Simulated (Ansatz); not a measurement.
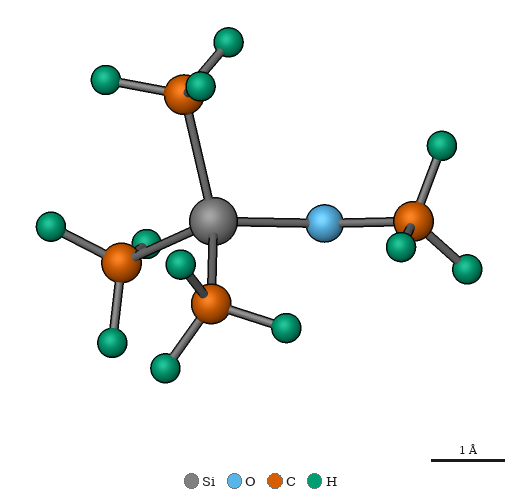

This is the input geometry for a relaxation of C4H12OSi. Style: ball-and-stick. Shown at a tilt.

The run prepares the start of a later molecular dynamics calculation, from a guessed geometry.

The calculation used RKS B3LYP/6-31G in Ansatz 0.2.0.

Input
```yaml
crystal:
  periodic: [false, false, false]
  atoms:
    - { symbol: Si, position_ang: [0.0, 0.0, 0.0] }
    - { symbol: O, position_ang: [0.0, 0.0, 1.68] }
    - { symbol: C, position_ang: [-1.1112, -0.3437, 2.4945] }
    - { symbol: H, position_ang: [-1.814, -0.9775, 1.9143] }
    - { symbol: H, position_ang: [-0.7584, -0.9037, 3.3856] }
    - { symbol: H, position_ang: [-1.6313, 0.5809, 2.8212] }
    - { symbol: C, position_ang: [1.7634, 0.0, -0.6227] }
    - { symbol: H, position_ang: [2.1111, -1.0463, -0.7509] }
    - { symbol: H, position_ang: [1.8119, 0.5276, -1.5981] }
    - { symbol: H, position_ang: [2.4154, 0.5187, 0.1108] }
    - { symbol: C, position_ang: [-0.8808, 1.5259, -0.6227] }
    - { symbol: H, position_ang: [-1.9334, 1.2723, -0.8671] }
    - { symbol: H, position_ang: [-0.8624, 2.3106, 0.1622] }
    - { symbol: H, position_ang: [-0.3704, 1.9025, -1.5336] }
    - { symbol: C, position_ang: [-0.8808, -1.5259, -0.6227] }
    - { symbol: H, position_ang: [-1.3804, -2.0377, 0.2261] }
    - { symbol: H, position_ang: [-1.6409, -1.2332, -1.3768] }
    - { symbol: H, position_ang: [-0.1449, -2.2146, -1.0879] }
basis:
  gaussian: { orbitals: "6-31G" }
hamiltonian:
  xc: b3lyp
relax:
  f_tol: 0.02
  max_steps: 40
```

Launched with:
```bash
ansatz run input.yaml --threads 1 --pin off --max-ram 2048MiB --backend cpu --events-out ev --progress --plain --runs-dir out
```

What does the optimiser find from here?

Answer. H16 moves most after the best rigid fit: 1.04 Å. Largest moves by element: H 1.04 Å, O 0.29 Å, C 0.26 Å, Si 0.09 Å. Some distances before and after: Si1–O2 1.680 → 1.747 Å, Si1–C11 1.869 → 1.913 Å, Si1–C7 1.870 → 1.899 Å, O2–C3 1.420 → 1.444 Å. Among the angles between lasting bonds that change: O2–Si1–C7 109.4° → 103.9°, O2–C3–H4 109.5° → 111.8°, Si1–C11–H12 109.5° → 111.8°. Groups turn about Si1–C15 by about 50°, O2–C3 by about 35°, Si1–C11 by about 35°. Over 11 accepted moves (13 points after the start) the energy falls by 0.416 eV. Largest force component: 1.4 eV/Å at the start, 0.007 eV/Å at the end. The line search rejected the trial steps at points 7, 8 of the run. The forces were under the threshold at step 9, but the run went on from there. The run took 3.9 min on 1 thread of Intel(R) Xeon(R) Processor @ 2.50GHz (Skylake/Cascade Lake) (shared host), peak memory 0.22 GiB.

Final geometry:

```xyz
18

Si   -0.0210   -0.0578   -0.0640
O     0.0612   -0.2841    1.6662
C    -1.0656   -0.3934    2.5619
H    -1.7027   -1.2548    2.3145
H    -0.6679   -0.5325    3.5701
H    -1.6849    0.5150    2.5514
C     1.7992    0.0271   -0.5989
H     2.3219   -0.8925   -0.3169
H     1.8857    0.1568   -1.6839
H     2.3018    0.8665   -0.1081
C    -0.9447    1.5670   -0.4712
H    -1.9813    1.5457   -0.1161
H    -0.4428    2.4225   -0.0067
H    -0.9654    1.7299   -1.5555
C    -0.9159   -1.5387   -0.8791
H    -1.9533   -1.6253   -0.5368
H    -0.9310   -1.4192   -1.9692
H    -0.4004   -2.4764   -0.6452
```

The end point in the same view:

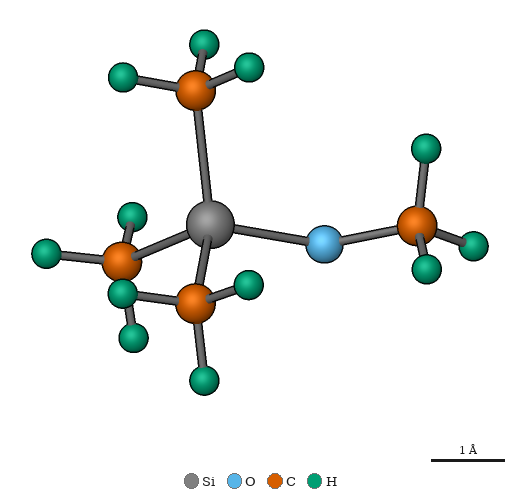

Limits of the set-up: the basis has no polarisation functions, which atoms past neon need.
